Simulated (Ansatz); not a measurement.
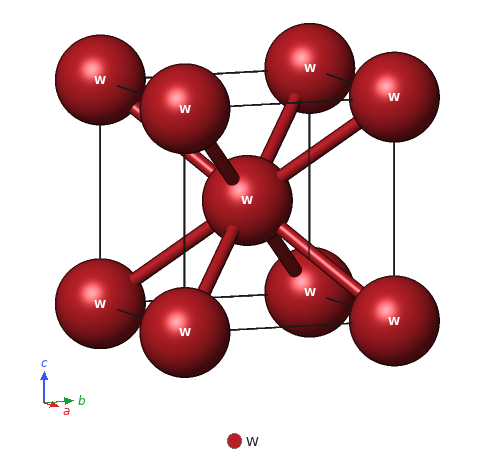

Shown here is a ball-and-stick view of the crystal, taken slightly off an axis. The frame is the conventional unit cell; atoms at its boundary are shown with their periodic copies.

What is the cell content?

Answer. 2 (tungsten), counting shared atoms by their share.

Lattice type?

Answer. Body-centred cubic.

State the space group and its number.

Answer. Im-3m (No. 229), with W on 2a.

To which structure type does it belong?

Answer. Body-centred cubic (W type).

How far does the bonding extend?

Answer. The bonds build a three-dimensional framework.

The structure was taken from the standard structure of this element. Earlier steps of the study may have refined or changed the cell and positions. It went into a calculation with Ansatz.
